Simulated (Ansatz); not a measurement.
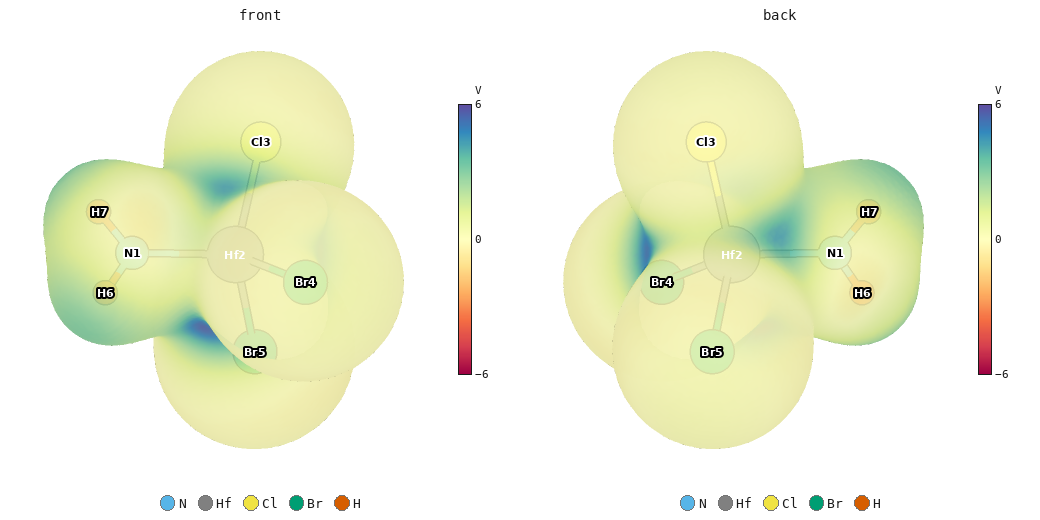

*Br$_{2}$ClH$_{2}$HfN (SMILES [NH2][Hf]([Cl])([Br])[Br]). The electrostatic potential painted on the density surface at 0.004 e/bohr³, seen from the front and from behind; the colour scale runs from red (negative) to blue (positive).*

Geometry: PBE0-D4/def2-TZVP; core potentials replace the inner electrons of Hf.

Level of theory: RKS PBE0-D4/def2-TZVPP in Ansatz 0.2.0.

The calculation's input:

```
crystal:
  periodic: [false, false, false]
  atoms:
    - {symbol: N, position_ang: [-0.554524, 0.695615, 0.929836]}
    - {symbol: Hf, position_ang: [0.330531, -0.398009, -0.479060]}
    - {symbol: Cl, position_ang: [2.107199, -1.481899, 0.568730]}
    - {symbol: Br, position_ang: [-1.361240, -1.977892, -1.412768]}
    - {symbol: Br, position_ang: [1.100547, 1.128349, -2.299218]}
    - {symbol: H, position_ang: [-1.396316, 1.243686, 0.810648]}
    - {symbol: H, position_ang: [-0.226187, 0.790159, 1.881830]}
basis:
  gaussian: {orbitals: def2-TZVPP}
hamiltonian: {xc: pbe0, dispersion: d4}
output: {orbitals: {seedname: orbitals}}
```

Launched as:

```sh
ansatz run in.yaml --threads 4 --pin off --events-out ev --progress --plain --max-ram 10444MiB
```

> Describe the electrostatic potential map.

The most negative region (about −0.3 V) lies over N1, the most positive (about +4.9 V) over Hf2.
